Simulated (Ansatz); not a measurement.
The crystal is Ga2AsP (zincblende [001] superlattice) (P-4m2).

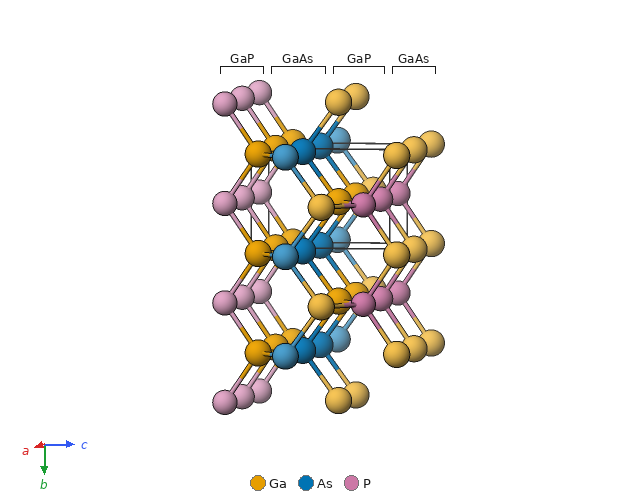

The structure (gallium orange, arsenic blue, phosphorus pink). 2×2×1 cells are drawn. Some periodic images of atoms are drawn too.

The structure was built from a prototype and need not be the compound's stable phase.

The structure is tetragonal, space group P-4m2 (No. 115). Conventional cell: a = 3.926 Å, b = 3.926 Å, c = 5.540 Å, α = 90.00°, β = 90.00°, γ = 90.00°. Nearest to Ga lie 2 P at 2.37 Å and 2 As at 2.43 Å. Nearest to As lie 4 Ga at 2.43 Å. Nearest to P lie 4 Ga at 2.37 Å. It derives from GaAs. Farther neighbours are not listed.

```xyz
4
Lattice="3.9261 0.0000 0.0000 0.0000 3.9261 0.0000 0.0000 0.0000 5.5400" Properties=species:S:1:pos:R:3 pbc="T T T"
Ga    0.0000    0.0000    0.6689
As    1.9630    0.0000    2.1028
Ga    1.9630    1.9630    3.5368
P     0.0000    1.9630    4.8729
```

The structure was relaxed with PBEsol. The runs that relaxed it are not among those shown.

Gaps computed with Ansatz 0.2.0 without a self-energy: PBEsol 1.04 eV, PBEsol+SOC 0.96 eV and HSE06 1.89 eV.

Estimate the G0W0@PBEsol gap with 4×4×4 mesh, 165 empty bands, screening to 90 eV, PAW set soft_1 files.

About 1.61 eV: on its mesh the run moves the gap from 1.03 eV by +0.58 eV. A band edge moves to another state on the way. Among the scalar-relativistic levels given, HSE06 is nearest (+0.28 eV). Spin-orbit coupling is not in that value; its −0.08 eV at the PBEsol level would bring it to about 1.54 eV. Bands and cutoff are finite, so the gap is not at the basis limit. The miss can reach some tenths of an eV and take either sign; the mesh is an error of its own. The 4×4×4 mesh is coarse for this cell (its supercell is 16 Å along the shortest edge). The RPA ε∞ on it, from the PBEsol start, is 19.08 and 22.17; such meshes misread the long-range screening, most where the gap is narrow. The many-body steps are scalar-relativistic: spin-orbit coupling is not in them.

[Paths, hosts, dates, memory and timing lines, banners, echoed tables and standing remarks are left out of the program output.]

[Logs are printed without paths, hosts, clocks, repeated set-up lines and the standing remarks that a program may print on its own settings, such as how far it seeks lower states.]

[Runs of the session that timed out or met a known fault of the program may be left out.]

[Cells called generated may have been cut or substituted from an entry of the Crystallography Open Database or the Materials Project.]

[Hosts, paths, dates, database ids (printed as entryN), source tags and the programs' standing remarks are cut or masked in the printed files.]
